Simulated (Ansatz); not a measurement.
The reference is Si in the diamond structure (space group Fd-3m, No. 227; a = 5.444 Å).

The change: an isotropic linear strain of −2.00 %; the atoms relax in the strained cell.

Computed with r2SCAN (Ansatz, a program for electronic structure, PAW, no spin-orbit coupling).

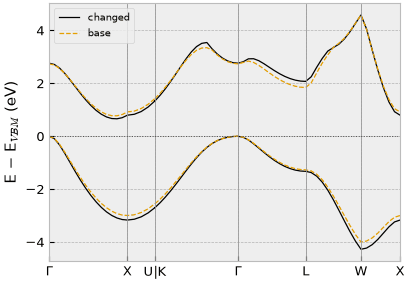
Figure. Highest valence and lowest conduction band along the path, each from its own valence-band maximum

Question: From the figure, how large is the changed gap, and is it direct?

Answer: About 0.7 eV, indirect, Γ → Γ–X (87 % along).

No phonon test of stability was made.
